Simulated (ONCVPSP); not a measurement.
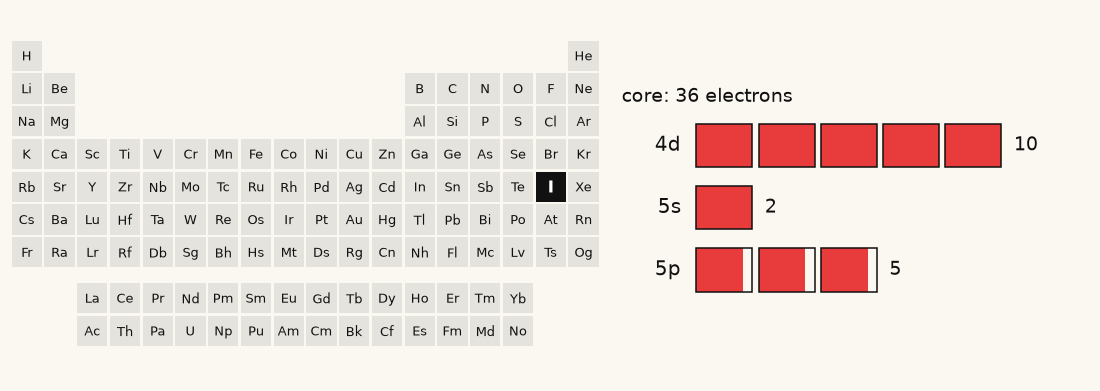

Figure 1. Left, the place of iodine in the periodic table; right, the valence shells of the reference configuration: a box for each of the 2l + 1 orbitals, shaded by the share of the shell that is filled, with the electron count at the right.

## Pseudopotential generation, with input and output: I

Iodine (I, Z = 53), core [Kr], reference valence 4d10 5s2 5p5, valence charge 17. Computed at this level: ONCV potential, PBEsol, scalar-relativistic, made with ONCVPSP 4.0.1.

### Results in brief

- outcome: generated, with a ghost state; the pseudo-atom misses its reference levels by up to 0.41 eV (4d)
- reference test: the pseudo-atom misses its own reference levels by up to 0.41 eV
- cutoffs needed: 55 Ha and 64 Ha (the cutoffs at which the residual kinetic energy of the hardest occupied pseudo-wave falls to 1 and 0.1 mHa per electron)
- ghost test: GHOST(-) flagged for s at -133.0 eV, p at -9.9 eV; no localised positive-energy state flagged (flags above 300 eV left out)
- largest excitation error: -17 meV (all-electron minus pseudo) for 4d10 5s2 5p2, out of 4 test configurations
- rms error of d²Exc/dni dnj: 5.37 mHa without and 0.61 mHa with the model core
- range over which the phases arctan(r R′/R) at the test radius agree within 0.05 rad (a looser test near the poles than one of phase shifts): s: up to about 4.2 Ha; d: over the whole range computed; f: over the whole range computed; p: not judged, the stored energies step over a narrow level
- hardware: 1 CPU thread, shared host
- wall time: 9.3 s

### Notes

The potential has a bound ghost state, so it can't be used as it stands.

### The input
```
# ATOM AND REFERENCE CONFIGURATION
# atsym  z   nc   nv     iexc    psfile
  I 53.00    8    3  -116133      upf
#
#   n    l    f
    1    0    2.00
    2    0    2.00
    2    1    6.00
    3    0    2.00
    3    1    6.00
    3    2   10.00
    4    0    2.00
    4    1    6.00
    4    2   10.00
    5    0    2.00
    5    1    5.00
#
# PSEUDOPOTENTIAL AND OPTIMIZATION
# lmax
    3
#
#   l,   rc,      ep,       ncon, nbas, qcut
    0    1.55    0.00    4    9    3.60
    1    1.85    0.00    4    7    3.90
    2    1.25    0.00    3    8   13.10
    3    1.55    0.11    4    8    8.00
#
# LOCAL POTENTIAL
# lloc, lpopt,  rc(5),   dvloc0
    4    5    1.05    0.00
#
# VANDERBILT-KLEINMAN-BYLANDER PROJECTORs
# l, nproj, debl
    0    2    0.70
    1    2    0.80
    2    2    4.00
    3    2    3.10
#
# MODEL CORE CHARGE
# icmod, fcfact, rcfact
    1    0.40    0.00
#
# LOG DERIVATIVE ANALYSIS
# epsh1, epsh2, depsh
   -3.00    5.00    0.02
#
# OUTPUT GRID
# rlmax, drl
    6.00    0.01
#
# TEST CONFIGURATIONS
# ncnf
    4
# nvcnf
#   n    l    f
    3
    4    2   10.00
    5    0    2.00
    5    1    4.00
#
    3
    4    2   10.00
    5    0    2.00
    5    1    3.00
#
    3
    4    2   10.00
    5    0    2.00
    5    1    2.00
#
    3
    4    2   10.00
    5    0    2.00
    5    1    4.50
#
```

Launched with:
```bash
oncvpsp.x < I.dat > I.out
```

### Output (extracts)
```
ONCVPSP  (Optimized Norm-Conservinng Vanderbilt PSeudopotential)
scalar-relativistic version 4.0.1

#   n    l    f        energy (Ha)
    1    0    2.00    -1.2115762E+03
    2    0    2.00    -1.8720166E+02
    2    1    6.00    -1.6804546E+02
    3    0    2.00    -3.7774001E+01
    3    1    6.00    -3.1567419E+01
    3    2   10.00    -2.2266573E+01
    4    0    2.00    -6.6270152E+00
    4    1    6.00    -4.6810755E+00
    4    2   10.00    -1.8451748E+00
    5    0    2.00    -6.4122055E-01
    5    1    5.00    -2.6083573E-01

Reference configufation results
  iterations    25
  all-electron total energy (Ha)   -7.11342622D+03

Begin loop to  construct optimized pseudo wave functions
and semi-local pseudopoentials for all angular momenta

   Wellstate for l =  0  n =  6
     eigenvalue =   0.0588
     asymptotic potential =   0.5588
     half-point radius =  9.6917

Calculating optimized projector #   1

 for l=   0

    Fraction of norm inside rc  0.274351
    Optimizing pswf for qcut=   3.61 a_B^-1,  ecut=   6.52 Ha
    Residual kinetic energy error=  5.71D-03 Ha

    Energy error per electron        Cutoff
         Ha          eV             Ha
         0.01000     0.27211        5.90
         0.00100     0.02721       14.00
         0.00010     0.00272       43.78
         0.00001     0.00027       78.15

Calculating optimized projector #   2

 for l=   0

    Fraction of norm inside rc  0.039501
    Optimizing pswf for qcut=   3.61 a_B^-1,  ecut=   6.52 Ha
    Residual kinetic energy error=  2.02D-03 Ha

    Energy error per electron        Cutoff
         Ha          eV             Ha
         0.01000     0.27211        4.28
         0.00100     0.02721       12.06
         0.00010     0.00272       73.08
         0.00001     0.00027      123.93

   Wellstate for l =  1  n =  6
     eigenvalue =   0.5392
     asymptotic potential =   1.0392
     half-point radius =  4.8495

Calculating optimized projector #   1

 for l=   1

    Fraction of norm inside rc  0.265996
    Optimizing pswf for qcut=   3.90 a_B^-1,  ecut=   7.59 Ha
    Residual kinetic energy error=  1.64D-03 Ha

    Energy error per electron        Cutoff
         Ha          eV             Ha
         0.01000     0.27211        4.57
         0.00100     0.02721        8.44
         0.00010     0.00272       25.60
         0.00001     0.00027       35.40

Calculating optimized projector #   2

 for l=   1

    Fraction of norm inside rc  0.142269
    Optimizing pswf for qcut=   3.90 a_B^-1,  ecut=   7.59 Ha
    Residual kinetic energy error=  3.09D-03 Ha

    Energy error per electron        Cutoff
         Ha          eV             Ha
         0.01000     0.27211        4.76
         0.00100     0.02721       25.01
         0.00010     0.00272       54.68
         0.00001     0.00027       63.03

   Wellstate for l =  2  n =  6
     eigenvalue =   2.1548
     asymptotic potential =   2.6548
     half-point radius =  3.1985

Calculating optimized projector #   1

 for l=   2

    Fraction of norm inside rc  0.832754
    Optimizing pswf for qcut=  13.11 a_B^-1,  ecut=  85.88 Ha
    Residual kinetic energy error=  2.23D-08 Ha

    Energy error per electron        Cutoff
         Ha          eV             Ha
         0.01000     0.27211       44.14
         0.00100     0.02721       54.90
         0.00010     0.00272       63.90
         0.00001     0.00027       71.47

Calculating optimized projector #   2

 for l=   2

    Fraction of norm inside rc  0.055732
    Optimizing pswf for qcut=  13.11 a_B^-1,  ecut=  85.88 Ha
    Residual kinetic energy error=  2.89D-08 Ha

    Energy error per electron        Cutoff
         Ha          eV             Ha
         0.01000     0.27211       38.28
         0.00100     0.02721       50.64
         0.00010     0.00272       61.22
         0.00001     0.00027       69.95

   Wellstate for l =  3  n =  4
     eigenvalue =   0.1100
     asymptotic potential =   0.6100
     half-point radius = 25.1133

   Wellstate for l =  3  n =  6
     eigenvalue =   3.2100
     asymptotic potential =   3.7100
     half-point radius =  3.2980

Calculating optimized projector #   1

 for l=   3

    Fraction of norm inside rc  0.000086
    Optimizing pswf for qcut=   8.01 a_B^-1,  ecut=  32.05 Ha
    Residual kinetic energy error=  3.59D-07 Ha

    Energy error per electron        Cutoff
         Ha          eV             Ha
         0.01000     0.27211        0.21
         0.00100     0.02721        0.67
         0.00010     0.00272       11.11
         0.00001     0.00027       22.03

Calculating optimized projector #   2

 for l=   3

    Fraction of norm inside rc  0.134351
    Optimizing pswf for qcut=   8.01 a_B^-1,  ecut=  32.05 Ha
    Residual kinetic energy error=  3.72D-02 Ha

    Energy error per electron        Cutoff
         Ha          eV             Ha
         0.01000     0.27211       45.99
         0.00100     0.02721      126.37
         0.00010     0.00272      145.01
         0.00001     0.00027      179.95

Construct Vanderbilt / Kleinmman-Bylander projectors

B matrix Hermiticity error, ll=   0
   1   2    3.3372E-05

  Orthonormal projector coefficients  2.1446E+01  4.3476E+00

B matrix Hermiticity error, ll=   1
   1   2    4.8605E-05

  Orthonormal projector coefficients  1.1583E+01  2.7256E+00

B matrix Hermiticity error, ll=   2
   1   2   -6.6094E-04

  Orthonormal projector coefficients  3.4377E+02 -6.4011E-01

B matrix Hermiticity error, ll=   3
   1   2   -2.9582E-06

  Orthonormal projector coefficients -9.5503E+00 -3.4846E+00

Model core correction analysis
  based on d2Exc/dn_idn_j

d2excae - all-electron derivatives

   -2.561574D-02   -6.032099D-03   -2.901476D-03
   -6.294000D-03   -1.285812D-02   -6.983282D-03
   -3.154241D-03   -7.492095D-03   -4.260846D-03

d2excps - pseudofunction derivatives with no core correction

   -4.152818D-02   -7.516818D-03   -3.469142D-03
   -7.770808D-03   -1.355761D-02   -7.479110D-03
   -3.714530D-03   -7.967779D-03   -4.509672D-03

rms 2nd derivative error    5.367085E-03

Polynomial model core charge

d2excps - pseudofunction derivatives with core correction

   -2.735314D-02   -6.371844D-03   -2.988503D-03
   -6.636140D-03   -1.287859D-02   -7.151284D-03
   -3.243836D-03   -7.659707D-03   -4.361404D-03

rms 2nd derivative error    6.085937E-04

Pseudoatom total energy -110.419954

Diagnostic tests using Vanderbilt-Kleinman-Bylander pseudopotentials
  1 or more projectors used as specified by nproj input data

   l    rcore       rmatch      e in        delta e   norm test  slope test

   0   1.5539585   1.6011401  -0.6412206  -0.0000015   1.0000641   1.0000279
   0   1.5539585   1.6011401   0.0587795   0.0000114   1.0002182   1.0002182

   1   1.8594258   1.9158819  -0.2608357   0.0000027   1.0001332   1.0000619
   1   1.8594258   1.9158819   0.5391643   0.0000075   1.0001254   1.0001254

   2   1.2528876   1.2909280  -1.8451748   0.0148519   0.9974399   1.0035949
   2   1.2528876   1.2909280   2.1548252   0.0272321   1.0009791   1.0009791

   3   1.5539585   1.6011401   0.1100000   0.0000186   1.0000686   1.0000686
   3   1.5539585   1.6011401   3.2100000   0.0000533   1.0002848   1.0002848

 Testing for bound ghosts
   n   l    E NL Schr. Eq   E Basis Diag.   E Cutoff

       0                       -4.886408    143.42  WARNING - GHOST(-)
   1   0       -0.641222       -0.635066    143.42

       1                       -0.362342     63.73  WARNING - GHOST(-)
   2   1       -0.260833       -0.252466     63.73

   3   2       -1.830323       -1.830113    220.09

 Testing for highly-localized positive-energy ghosts
       l    <radius>/rc     E Basis Diag.   E Cutoff

       2        0.391404      392.273574    220.09  WARNING - GHOST(+)

Test configuration 0

   n   l     f        eae           eps        diff
   1   0  2.0000-1211.57615028
   2   0  2.0000 -187.20165624
   2   1  6.0000 -168.04546277
   3   0  2.0000  -37.77400074
   3   1  6.0000  -31.56741932
   3   2 10.0000  -22.26657274
   4   0  2.0000   -6.62701524
   4   1  6.0000   -4.68107549
   4   2 10.0000   -1.84517483   -1.83032288    1.49D-02
   5   0  2.0000   -0.64122055   -0.64122207   -1.52D-06
   5   1  5.0000   -0.26083573   -0.26083303    2.71D-06

    Total energies and differences
      AE_ref= -7.11342622D+03  AE_tst= -7.11342622D+03  dif=  0.00D+00
      PS_ref= -1.10419954D+02  PS_tst= -1.10419954D+02  dif= -1.56D-13
      PSP excitation error=  1.56D-13

Test configuration 1

   n   l     f        eae           eps        diff
   1   0  2.0000-1211.93252822
   2   0  2.0000 -187.55630247
   2   1  6.0000 -168.40032005
   3   0  2.0000  -38.12777194
   3   1  6.0000  -31.92120958
   3   2 10.0000  -22.62037444
   4   0  2.0000   -6.97902202
   4   1  6.0000   -5.03285415
   4   2 10.0000   -2.19591812   -2.17825737    1.77D-02
   5   0  2.0000   -0.96678360   -0.96677514    8.46D-06
   5   1  4.0000   -0.56510435   -0.56516530   -6.09D-05

    Total energies and differences
      AE_ref= -7.11342622D+03  AE_tst= -7.11301643D+03  dif=  4.10D-01
      PS_ref= -1.10419954D+02  PS_tst= -1.10010013D+02  dif=  4.10D-01
      PSP excitation error= -1.52D-04

Test configuration 2

   n   l     f        eae           eps        diff
   1   0  2.0000-1212.33947171
   2   0  2.0000 -187.96004436
   2   1  6.0000 -168.80443787
   3   0  2.0000  -38.52984533
   3   1  6.0000  -32.32331592
   3   2 10.0000  -23.02251521
   4   0  2.0000   -7.37762050
   4   1  6.0000   -5.43097921
   4   2 10.0000   -2.59208297   -2.57078232    2.13D-02
   5   0  2.0000   -1.32595352   -1.32580542    1.48D-04
   5   1  3.0000   -0.90141679   -0.90141788   -1.09D-06

    Total energies and differences
      AE_ref= -7.11342622D+03  AE_tst= -7.11228570D+03  dif=  1.14D+00
      PS_ref= -1.10419954D+02  PS_tst= -1.09279041D+02  dif=  1.14D+00
      PSP excitation error= -3.96D-04

Test configuration 3

   n   l     f        eae           eps        diff
   1   0  2.0000-1212.78965974
   2   0  2.0000 -188.40539312
   2   1  6.0000 -169.25034529
   3   0  2.0000  -38.97261418
   3   1  6.0000  -32.76613309
   3   2 10.0000  -23.46539703
   4   0  2.0000   -7.81495182
   4   1  6.0000   -5.86755070
   4   2 10.0000   -3.02566510   -2.99983755    2.58D-02
   5   0  2.0000   -1.71113664   -1.71072701    4.10D-04
   5   1  2.0000   -1.26272908   -1.26254022    1.89D-04

    Total energies and differences
      AE_ref= -7.11342622D+03  AE_tst= -7.11120578D+03  dif=  2.22D+00
      PS_ref= -1.10419954D+02  PS_tst= -1.08198906D+02  dif=  2.22D+00
      PSP excitation error= -6.12D-04

Test configuration 4

   n   l     f        eae           eps        diff
   1   0  2.0000-1211.74736943
   2   0  2.0000 -187.37218118
   2   1  6.0000 -168.21607386
   3   0  2.0000  -37.94417921
   3   1  6.0000  -31.73760567
   3   2 10.0000  -22.43676242
   4   0  2.0000   -6.79650716
   4   1  6.0000   -4.85048112
   4   2 10.0000   -2.01417063   -1.99802379    1.61D-02
   5   0  2.0000   -0.79914843   -0.79916052   -1.21D-05
   5   1  4.5000   -0.40837465   -0.40841666   -4.20D-05

    Total energies and differences
      AE_ref= -7.11342622D+03  AE_tst= -7.11325938D+03  dif=  1.67D-01
      PS_ref= -1.10419954D+02  PS_tst= -1.10253056D+02  dif=  1.67D-01
      PSP excitation error= -5.73D-05
```

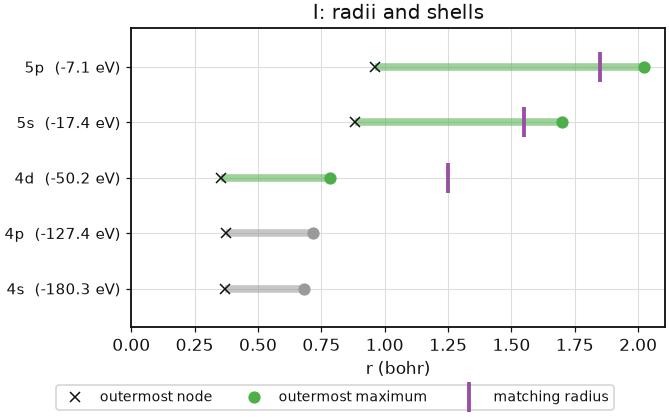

Figure 2. Outer shells of the all-electron reference atom: each bar runs from the outermost node (or the nucleus) to the outermost maximum of u(r); the tick is the radius chosen for the pseudo-wave. Shells without a tick have no pseudo-wave of their own. Levels, nodes and maxima are from ld1.x, scalar-relativistic.

- Radii against the shells: 4d: 1.25 bohr, outside the maximum; 5s: 1.55 bohr, between node and maximum; 5p: 1.85 bohr, between node and maximum.

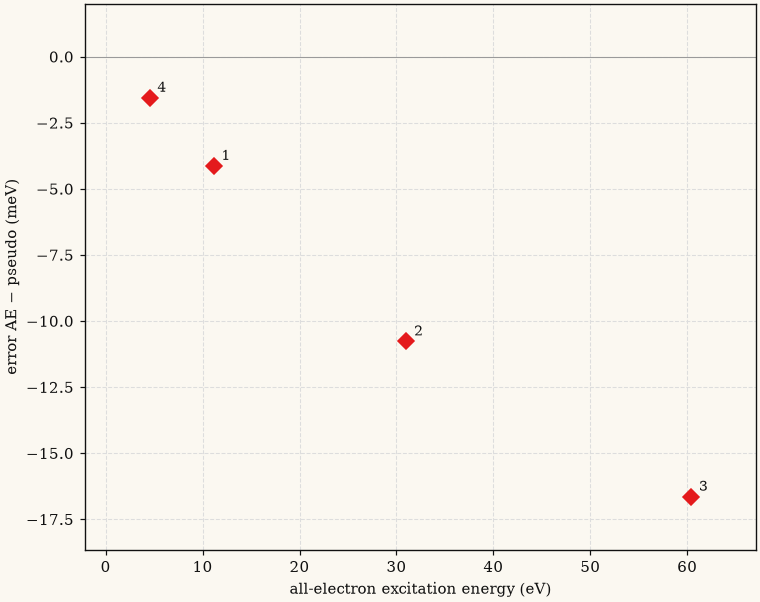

Figure 3. Errors, all-electron minus pseudo, of the energies of valence configurations relative to the unpolarised reference 4d10 5s2 5p5. Points: 1 = 4d10 5s2 5p4; 2 = 4d10 5s2 5p3; 3 = 4d10 5s2 5p2; 4 = 4d10 5s2 5p4.5.

- Worst configuration: 4d10 5s2 5p2 (charge +3): the error is -17 meV on an all-electron energy of +60.42 eV relative to the reference, or 0.028 %. Note that the pseudo-atom misses its own reference levels by up to 0.41 eV.
- Errors in meV: 4d10 5s2 5p4: -4.1; 4d10 5s2 5p3: -11; 4d10 5s2 5p2: -17; 4d10 5s2 5p4.5: -1.6.
- Configurations within 10 meV and within 50 meV: 2 and 4 of 4. The potential isn't sound: its ghost test gives GHOST(-) flagged for s at -133.0 eV, p at -9.9 eV; no localised positive-energy state flagged (flags above 300 eV left out).

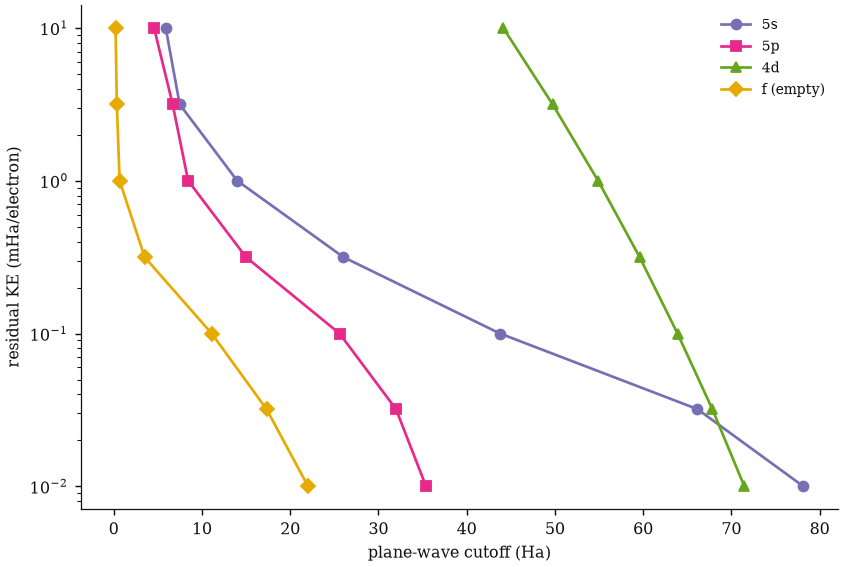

Figure 4. Residual kinetic energy of the pseudo-waves (the first of each channel, and further valence shells) beyond the plane-wave cutoff, as the generator prints it.

- Cutoffs for 1 mHa per electron: 4d: 55 Ha; 5s: 14 Ha; 5p: 8.4 Ha; f (empty): 0.7 Ha.
- Hardest wave at 1 mHa per electron: 4d, with rc = 1.25 bohr and qcut = 13.1 1/bohr. The optimisation minimises, but can't always remove, the kinetic energy above qcut²/2 = 85.8 Ha, and a larger rc would as a rule soften the wave at some cost in transferability.
- Cutoffs for the occupied states: 55 Ha for 1 mHa and 64 Ha for 0.1 mHa per electron. The first is set by 4d. The potential isn't sound: its ghost test gives GHOST(-) flagged for s at -133.0 eV, p at -9.9 eV; no localised positive-energy state flagged (flags above 300 eV left out); the pseudo-atom misses its own reference levels by up to 0.41 eV.

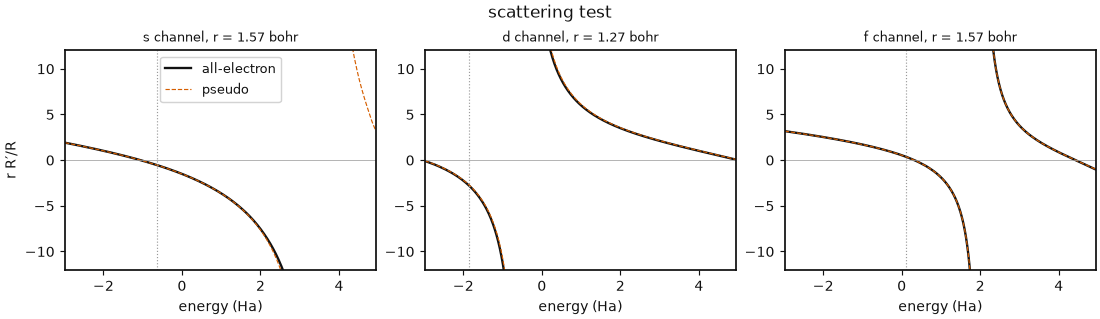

Figure 5. Logarithmic derivatives r R′/R at the test radius against energy, all-electron atom (solid) and pseudo-atom (dashed). Here R(r) is the radial function. The dotted line marks the reference energy of the channel. Not drawn: p: not judged, the stored energies step over a narrow level.

- Zeros of the logarithmic derivative: s: all-electron -1.1 Ha, pseudo -1.1 Ha; d: all-electron nowhere, pseudo nowhere; f: all-electron 0.3 and 4.4 Ha, pseudo 0.3 and 4.4 Ha.
- Poles, where the radial function vanishes at the test radius: s: all-electron at 3.9 Ha, pseudo at 3.6 Ha; d: all-electron at -0.5 Ha, pseudo at -0.4 Ha; f: all-electron at 2.0 Ha, pseudo at 2.0 Ha.

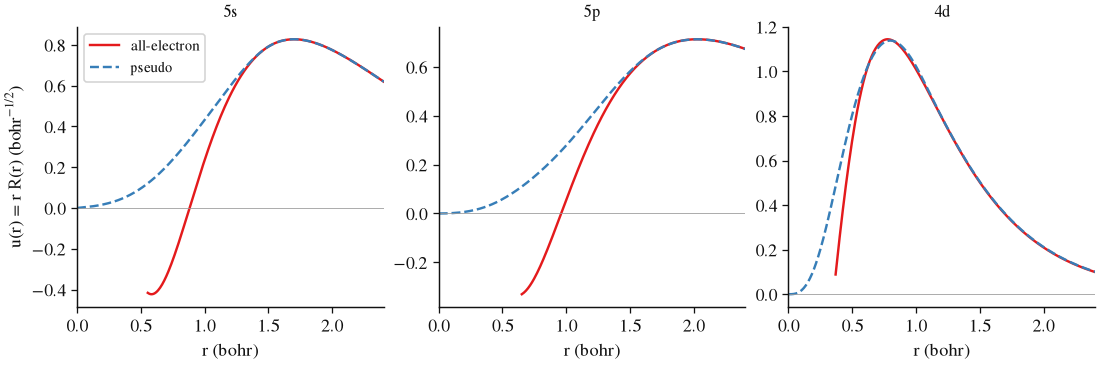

Figure 6. Pseudo-waves (dashed) against the all-electron radial functions (solid). The innermost oscillations of some all-electron curves aren't drawn. Reference configuration 4d10 5s2 5p5.

- Matching radii: 5s at 1.55 bohr; 5p at 1.85 bohr; 4d at 1.25 bohr. The curves merge smoothly, so the plot gives these only roughly.
- Nodes of the pseudo-waves: 5s has no node; 5p has no node; 4d has no node.
